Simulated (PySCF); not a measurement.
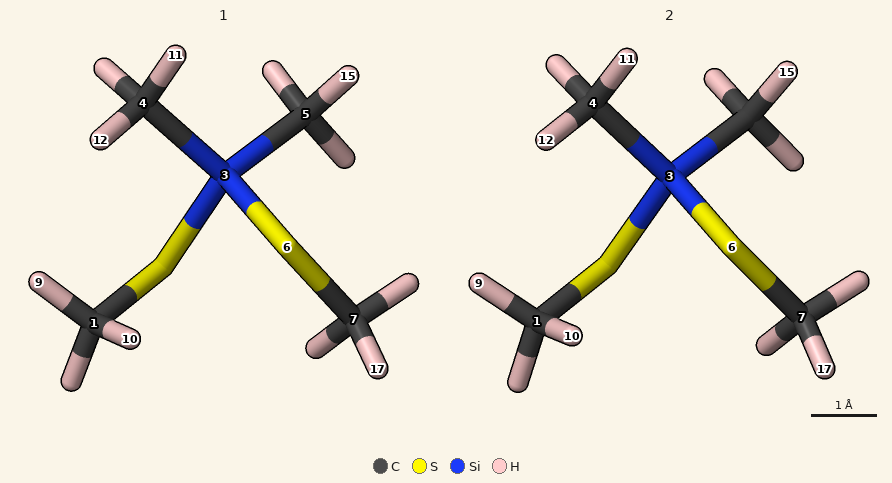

Two geometries of C4H12S2Si, drawn at one scale. One is the start of a relaxation, the other its converged end. A stick model, seen face on.

Method: PBE0-D3(BJ)/def2-SVP geometry optimisation, gas phase (PySCF 2.14.0, density-fitted response routines). 

**Which of the two is the end point?**

Structure 2 is the relaxed one. The start comes from GFN2-xTB. Over 8 geometry steps the energy falls by 0.080 eV. The largest force component goes from 0.65 to 0.019 eV/Å. The largest move after the best rigid fit is that of an H atom, 0.16 Å. By element the largest moves are H 0.16 Å, C 0.05 Å, S 0.03 Å, Si 0.03 Å. Among the contacts that change: C–Si 1.897 → 1.871 Å, S–Si 2.173 → 2.151 Å, C–H 1.086 → 1.100 Å. The run took of the order of 120 core-seconds on a shared host.
